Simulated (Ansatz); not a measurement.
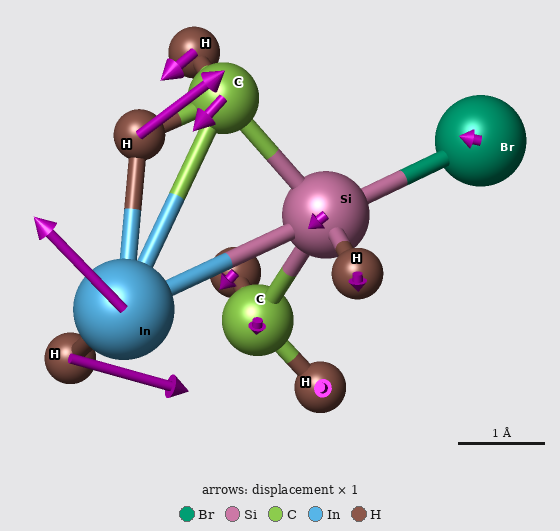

This is a relaxation of C2H6BrInSi. The starting structure is drawn; purple arrows show the displacements, at their true length. The two geometries are superimposed by the best rigid fit.

The picture is a ball-and-stick view, seen at a tilt.

The run prepares an end point of a later path (inversion) calculation, from a guessed geometry.

The calculation used RKS PBE0-D4/def2-SVP in Ansatz 0.2.0.

Input file:
```yaml
crystal:
  periodic: [false, false, false]
  atoms:
    - { symbol: Br, position_ang: [-2.4583, -0.0345, 1.7161] }
    - { symbol: Si, position_ang: [-0.9486, 0.1134, 0.0803] }
    - { symbol: C, position_ang: [-0.0205, 1.7123, 0.2282] }
    - { symbol: In, position_ang: [1.0586, 0.2576, -1.9256] }
    - { symbol: C, position_ang: [0.2255, -1.3375, 0.2292] }
    - { symbol: H, position_ang: [-1.5993, 0.0843, -1.2359] }
    - { symbol: H, position_ang: [0.5338, 1.7483, 1.2383] }
    - { symbol: H, position_ang: [0.8194, 1.7792, -0.5629] }
    - { symbol: H, position_ang: [2.0943, -0.8069, -1.179] }
    - { symbol: H, position_ang: [-0.3427, -2.2761, 0.1689] }
    - { symbol: H, position_ang: [0.7032, -1.2971, 1.2628] }
basis:
  gaussian: { orbitals: def2-SVP }
hamiltonian:
  xc: pbe0
  dispersion: d4
relax:
  f_tol: 0.015
  max_steps: 40
```

Run as
```bash
ansatz run input.yaml --threads 2 --pin off --max-ram 3072MiB --backend cpu --events-out ev --progress --plain --runs-dir out
```

> What did the optimiser do to the structure, and how much energy did it gain?

The atom that moves furthest after the best rigid fit is H9 (1.56 Å). Largest moves by element: H 1.56 Å, In 1.53 Å, C 0.54 Å, Si 0.27 Å, Br 0.26 Å. Among the contacts that change: In4–H9 1.662 → 3.579 Å, C5–H9 2.399 → 1.104 Å, In4–C5 2.807 → 4.019 Å, In4–H8 2.057 → 2.806 Å. New bonds form: C5–H9 (2.40 → 1.10 Å). Bonds break: In4–H9 (1.66 → 3.58 Å). Bond angles that change, for instance: Br1–Si2–H6 110.9° → 104.6°, Br1–Si2–C3 109.7° → 113.1°, H7–C3–H8 104.4° → 107.6°. After 16 geometry steps the energy has fallen by 6.870 eV. Largest force component: 2.3 eV/Å at the start, 0.0058 eV/Å at the end. Cost: 110 s on 2 threads of Intel(R) Xeon(R) Platinum 8488C (Sapphire Rapids) (shared host), peak memory 0.43 GiB.
